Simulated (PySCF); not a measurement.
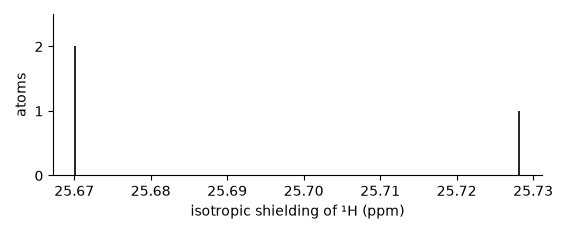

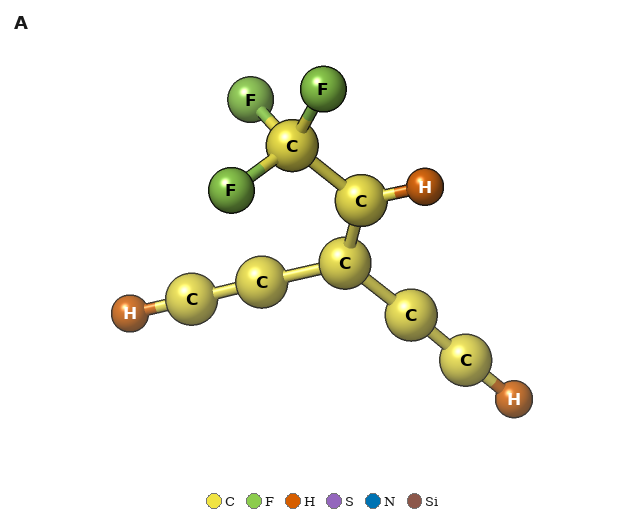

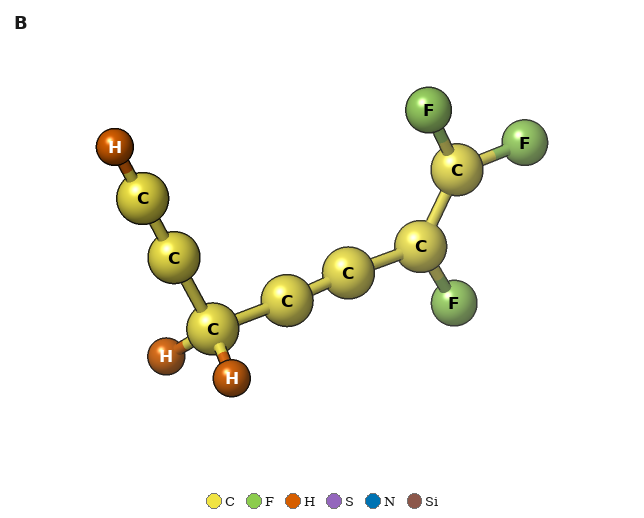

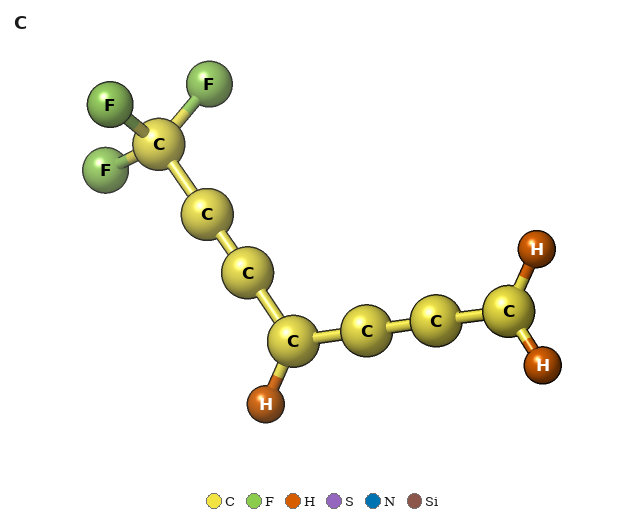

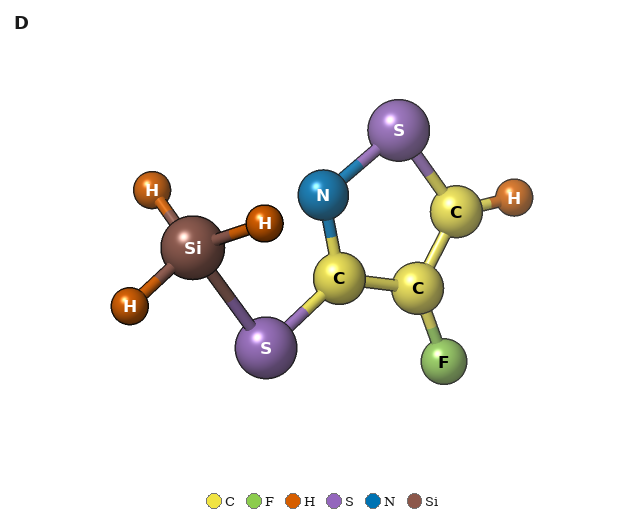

The sticks are computed shieldings of one of the molecules, for one fixed geometry (GFN2-xTB) without averaging over rotations. Low shielding means a high chemical shift. Method: GIAO PBE0/pcSseg-1 NMR shielding, non-relativistic, gas phase (PySCF 2.14.0).

> Match the spectrum to a structure.

C, `C=C=C=CC#CC(F)(F)F`. Its 3 H atoms give lines at 25.67 (2 atoms), 25.73 ppm.
